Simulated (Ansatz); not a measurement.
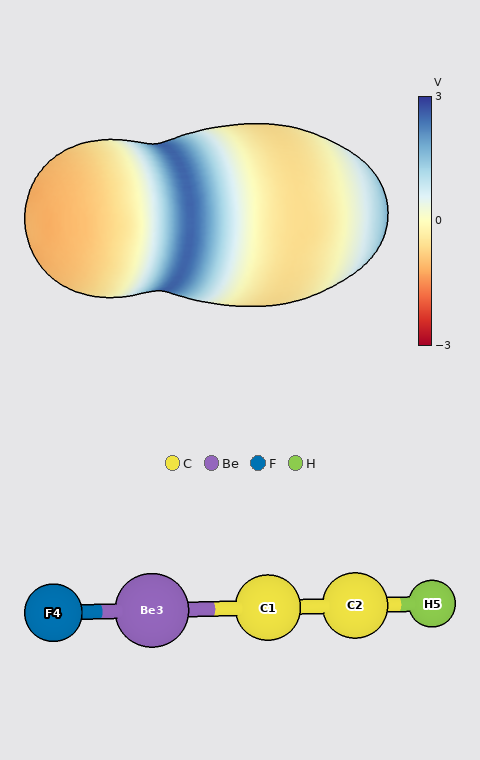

The picture shows: C2HBeF. The electrostatic potential painted on the density surface at 0.002 e/bohr³, seen at a tilt; the colour scale runs from red (negative) to blue (positive). The bare structure is drawn below in the same view.

Geometry: PBE0-D3(BJ)/def2-SVP.

Theory: isolated molecule in a Gaussian basis; Kohn-Sham density functional theory, functional PBE0 in Ansatz 0.2.0.

```
atom   x (Å)   y (Å)    z (Å)
   C  0.0000  0.0000  -0.2216
   C  0.0000  0.0000  -1.4424
  Be  0.0000  0.0000   1.4023
   F  0.0000  0.0000   2.7807
   H  0.0000  0.0000  -2.5191
```

### Which sites attract a positive test charge, and which a negative one?

A positive charge is drawn to the negative regions and a negative charge to the positive ones. The most negative region (about −1.1 V) lies over F4, the most positive (about +2.5 V) over Be3.
